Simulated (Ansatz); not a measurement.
**CAM-B3LYP/def2-SVPD run of CH3AlF2 (SMILES [CH3][Al]([F])[F])**

Aim: the energy change on altering one bond length of CH3AlF2 at CAM-B3LYP/def2-SVPD, from 2 runs. 

The calculation is run with Ansatz 0.2.0.

46 further runs of the same task are left out: 46 set aside as unsound or not needed.

## 1. The structure to begin with

CH3AlF2 has 7 atoms, charge 0, and is taken as a singlet. As SMILES, `[CH3][Al]([F])[F]`. The coordinates come from a PBE0-D4/def2-TZVP relaxation.

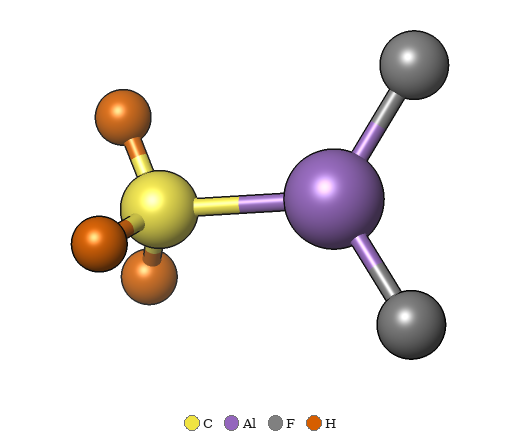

The structure, seen from a chosen angle (carbon yellow, aluminium purple, fluorine grey, hydrogen orange).

## 2. The energy at CAM-B3LYP/def2-SVPD

File in.yaml:

```yaml
crystal:
  periodic: [false, false, false]
  atoms:
    - symbol: C
      position_ang: [-0.253600, 0.825900, -0.238700]
    - symbol: Al
      position_ang: [0.293100, -0.956200, 0.245500]
    - symbol: F
      position_ang: [1.513200, -1.219500, 1.315500]
    - symbol: F
      position_ang: [-0.423400, -2.297600, -0.378600]
    - symbol: H
      position_ang: [-1.075800, 0.816000, -0.956100]
    - symbol: H
      position_ang: [-0.573400, 1.384500, 0.645100]
    - symbol: H
      position_ang: [0.581100, 1.378900, -0.678200]
basis:
  gaussian: {orbitals: def2-SVPD}
hamiltonian: {xc: {name: CAM-B3LYP}}
accuracy: high
output: {orbitals: {seedname: orbitals}}
```

Command:

```bash
$ ansatz run in.yaml --threads 1 --pin off --max-ram 3480MiB --events-out events.jsonl --progress --plain --runs-dir runs
```

Output:

```text
Warning: RAYON_NUM_THREADS=1 ignored (pool sized by the plan → 1); use --threads N
Functional definition: CAM-B3LYP
  name "CAM-B3LYP"
  parameter alpha = 0.19
  parameter beta = 0.46
  parameter omega = 0.33/bohr
  parameter ac = 0.81
  exchange = (1 - alpha - beta)*b88_x + beta*b88_x_sr(omega) + alpha*exact_x + beta*exact_x_lr(omega)
  correlation = (1 - ac)*vwn5_c + ac*lyp_c
2236 factors; integrals over basis functions are off by at most 3.2e-9 eV
546 factors; integrals over basis functions are off by at most 1.7e-9 eV
mean field evaluation 1: about -13106.1505 eV, gradient 6.0e1 eV
mean field evaluation 2: about -13103.7705 eV, gradient 7.5e1 eV
mean field evaluation 4: about -13112.6729 eV, gradient 1.4e0 eV
mean field evaluation 8: about -13112.7406 eV, gradient 2.4e-2 eV
mean field evaluation 16: about -13112.7406 eV, gradient 1.4e-6 eV
mean field -13112.74063151 eV, -481.8843300732 hartree, gradient 3.9e-8 eV, S^2 0.000000; 0 other end points of the search recorded, 0 dependent functions left out
reference -13112.74065199 eV, -481.8843308256 hartree; 20, 20 occupied and 94, 94 virtual orbitals, 2236 factors
Total energy: -13112.74065199 eV, -481.8843308256 hartree
```

It took 11 s on 1 thread of Arm Neoverse V1, shared host; peak memory 0.46 GiB.

## 3. The distorted shape at the same level

File molecule.yaml:

```yaml
crystal:
  periodic: [false, false, false]
  atoms:
    - {symbol: C, position_ang: [0.002233, 0.379033, -0.945720]}
    - {symbol: Al, position_ang: [0.548933, -1.403067, -0.461520]}
    - {symbol: F, position_ang: [1.769033, -1.666367, 0.608480]}
    - {symbol: F, position_ang: [-0.167567, -2.744467, -1.085620]}
    - {symbol: H, position_ang: [-0.819967, 0.369133, -1.663120]}
    - {symbol: H, position_ang: [-0.573400, 1.384500, 0.645100]}
    - {symbol: H, position_ang: [0.836933, 0.932033, -1.385220]}
basis:
  gaussian:
    orbitals: def2-SVPD
total_charge: 0
hamiltonian:
  xc: {name: CAM-B3LYP}
accuracy: high
output: {orbitals: {seedname: orbitals}}
```

Command:

```bash
$ ansatz run molecule.yaml --threads 1 --pin off --max-ram 3480MiB --events-out events.jsonl --progress --plain --runs-dir runs
```

Output:

```text
Warning: RAYON_NUM_THREADS=1 ignored (pool sized by the plan → 1); use --threads N
Functional definition: CAM-B3LYP
  name "CAM-B3LYP"
  parameter alpha = 0.19
  parameter beta = 0.46
  parameter omega = 0.33/bohr
  parameter ac = 0.81
  exchange = (1 - alpha - beta)*b88_x + beta*b88_x_sr(omega) + alpha*exact_x + beta*exact_x_lr(omega)
  correlation = (1 - ac)*vwn5_c + ac*lyp_c
2276 factors; integrals over basis functions are off by at most 3.5e-9 eV
569 factors; integrals over basis functions are off by at most 2.0e-9 eV
mean field evaluation 1: about -13101.6840 eV, gradient 6.1e1 eV
mean field evaluation 2: about -13097.0501 eV, gradient 8.0e1 eV
mean field evaluation 4: about -13109.1598 eV, gradient 3.1e0 eV
mean field evaluation 8: about -13109.2463 eV, gradient 1.4e-1 eV
mean field evaluation 16: about -13109.2464 eV, gradient 1.8e-5 eV
mean field -13109.24635236 eV, -481.7559176829 hartree, gradient 6.1e-8 eV, S^2 0.000000; 0 other end points of the search recorded, 0 dependent functions left out
reference -13109.24637388 eV, -481.7559184739 hartree; 20, 20 occupied and 94, 94 virtual orbitals, 2276 factors
Total energy: -13109.24637388 eV, -481.7559184739 hartree
```

Run time: 11 s. Hardware: 1 thread of Arm Neoverse V1, shared host; peak memory 0.47 GiB.

## 4. Summary of results

At CAM-B3LYP/def2-SVPD:

| quantity | value |
| --- | --- |
| first shape: total energy | -481.88433 Eh |
| first shape: HOMO energy | -10.85 eV |
| first shape: LUMO energy | -0.17 eV |
| first shape: HOMO–LUMO gap | 10.69 eV |
| distorted shape: total energy | -481.75592 Eh |
| distorted shape: HOMO energy | -9.98 eV |
| distorted shape: LUMO energy | -1.72 eV |
| distorted shape: HOMO–LUMO gap | 8.26 eV |
| energy change with the C1–H6 bond stretched from 1.093 to 1.968 Å | 3.494 eV |

With the C1–H6 bond stretched from 1.093 to 1.968 Å the energy rises by 3.49 eV (337 kJ/mol). The first shape isn't relaxed at this level, so the change isn't measured from a minimum.
